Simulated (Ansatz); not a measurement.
## SiH3O (SMILES O[SiH2]): the energy, rung by rung

SiH3O has 5 atoms, charge 0, and is taken as a doublet. SMILES: `O[SiH2]`. The shape is that of a GFN2-xTB optimisation. This is one conformer, not always the lowest.

```xyz
5

O     0.5573   -0.4338    0.7985
Si    0.0019    0.3419   -0.5339
H     0.7257   -1.3707    0.8148
H    -1.2448   -0.2536   -1.0008
H    -0.0401    1.7160   -0.0786
```

Quantity: the energy change with the Si2–H5 bond stretched from 1.448 to 1.810 Å, in eV. The values are calculated.

```tsv
level	kind	program	value (eV)	less FCI/STO-3G	CPU time (all runs)
USVWN5/STO-3G	LDA	Ansatz	0.91	-0.05	2.2 s
UBLYP/STO-3G	GGA	Ansatz	0.82	-0.14	3.2 s
UBHLYP/STO-3G	global hybrid	Ansatz	1.14	+0.18	3.1 s
UPBE0/STO-3G	global hybrid	Ansatz	1.01	+0.05	3.4 s
U-wB97X/STO-3G	range-separated hybrid	Ansatz	1.07	+0.11	17 s
UCAM-B3LYP/STO-3G	range-separated hybrid	Ansatz	1.05	+0.09	3.9 s
RPA@PBE/STO-3G	RPA	Ansatz	0.90	-0.06	3.6 s
UCCSD/STO-3G	coupled cluster or CI	Ansatz	0.98	+0.02	0.4 s
FCI/STO-3G	exact in the basis	Ansatz	0.96	0.00	3 s
```

FCI/STO-3G is exact within its basis and frozen core, so for wave-function methods in that basis the difference is their error; functionals converge differently with the basis, so for them it is only a difference. The first shape isn't each level's own minimum. The values span 0.82 to 1.14 eV. All rows use very small basis sets, so none should be taken for the real molecule's value. In so small a basis fixed costs decide the times, and correlated methods can beat functionals. CPU times are rough (shared hosts, several kinds of processor and program).

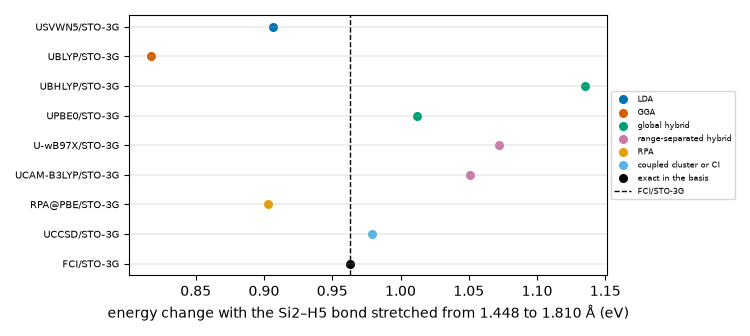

The values of the table, level by level.
